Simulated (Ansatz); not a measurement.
**C₂H₄AlFO: basis-set convergence**

How large a basis does C₂H₄AlFO need? Two functionals are run in growing sets.

The runs use Ansatz 0.2.0, Gaussian basis; one geometry, several basis sets.

Levels to be run: PBE0-D4/def2-SVP; ωB97M-V/def2-SVP; PBE0-D4/def2-QZVPP; ωB97M-V/def2-QZVPP; the functionals' def2-TZVPP values are taken from earlier runs.

### 1 The relaxed structure

All runs share one geometry, relaxed beforehand with PBE0-D4 in a triple-zeta def2 set.

9 atoms, charge 0, spin multiplicity 1.

Atoms are counted from 1 here; the program's logs count them from 0.

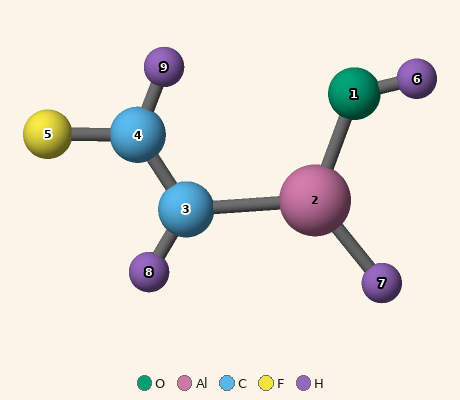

The geometry (oxygen teal, aluminium pink, carbon blue, fluorine yellow, hydrogen purple); atoms are numbered from 1 in the order of the file.

### 2 PBE0-D4 in def2-SVP

Input file in.yaml:

```yaml
crystal:
  periodic: [false, false, false]
  atoms:
    - {symbol: O, position_ang: [-0.560690, 1.920376, -0.059526]}
    - {symbol: Al, position_ang: [0.308463, 0.761649, -0.946900]}
    - {symbol: C, position_ang: [0.380334, -0.973178, -0.123787]}
    - {symbol: C, position_ang: [-0.224995, -1.152955, 1.041382]}
    - {symbol: F, position_ang: [-0.229922, -2.323123, 1.691709]}
    - {symbol: H, position_ang: [-0.681341, 2.824680, -0.342034]}
    - {symbol: H, position_ang: [0.982804, 1.132735, -2.329135]}
    - {symbol: H, position_ang: [0.889077, -1.837452, -0.546118]}
    - {symbol: H, position_ang: [-0.775130, -0.398933, 1.597311]}
basis:
  gaussian: {orbitals: def2-SVP}
hamiltonian: {xc: pbe0, dispersion: d4}
output: {orbitals: {seedname: orbitals}}
```

Started as:

```console
ansatz run in.yaml --threads 2 --pin off --events-out ev --progress --plain --max-ram 4352MiB
```

After this run come: ωB97M-V in def2-SVP; PBE0-D4 in def2-QZVPP; ωB97M-V in def2-QZVPP.

Before running them: what should the planned runs give, taken together? Wanted: PBE0-D4: double and triple zeta above quadruple; ωB97M-V: double and triple zeta above quadruple.

As calculated:

```
                                       quantity           value
PBE0-D4: double and triple zeta above quadruple  11.29, 0.60 eV
ωB97M-V: double and triple zeta above quadruple  11.49, 0.57 eV
```

What this shows: PBE0-D4 gains 10.69 eV from double to triple zeta, then 0.60 eV more. These are total energies; as a rule much of such shifts cancels in differences, which this series doesn't test. The LUMO of ωB97M-V is positive and keeps falling with the basis (0.92 to 0.41 eV): an unbound level that the basis holds in place.
